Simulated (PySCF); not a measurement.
Input file:

```
{"job": {"kind": "nmr", "xc": "PBE0", "basis": "pcSseg-1"}, "charge": 0, "multiplicity": 1}
C      3.011459    -0.526849    -0.705723
C      2.023557    -0.614188     0.453620
N      1.012369     0.419177     0.415163
Si    -0.399620     0.307346    -0.538664
N     -1.430542    -0.849627     0.181879
C     -2.820590    -1.071976    -0.163238
C     -1.283130     2.016491    -0.300070
F     -1.724072     2.247014     0.950253
F     -2.365897     2.148177    -1.099868
F     -0.483335     3.064526    -0.606455
H      3.516710     0.436148    -0.700078
H      3.758963    -1.311401    -0.624506
H      2.486192    -0.635473    -1.650694
H      1.511794    -1.577230     0.425597
H      2.564285    -0.541139     1.402404
H      1.419758     1.334346     0.542395
H     -0.236794     0.208502    -2.001159
H     -1.008952    -1.672144     0.586303
H     -3.254908    -0.140314    -0.514502
H     -2.935528    -1.823814    -0.949408
H     -3.370638    -1.400629     0.719409
```

Command:

```sh
OMP_NUM_THREADS=1 python probes_run.py task.json out
```

Geometry: GFN2-xTB.

Method: PBE0/pcSseg-1, SCF density, gas phase, non-relativistic (PySCF).

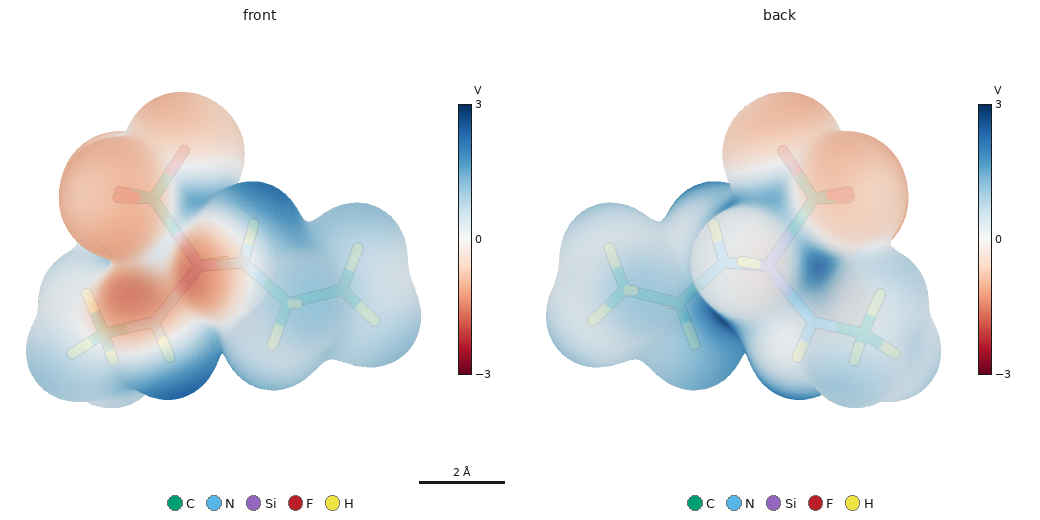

C₄H₁₁F₃N₂Si. The electrostatic potential painted on the density surface at 0.004 e/bohr³, seen from the front and from behind; red is negative and blue positive.

Where is the surface potential most negative and most positive?

The most negative region (about −1.5 V, or −35 kcal/mol for a unit charge) lies over N3 and N5, the most positive (about +2.4 V, or +55 kcal/mol for a unit charge) over Si4 and H18.
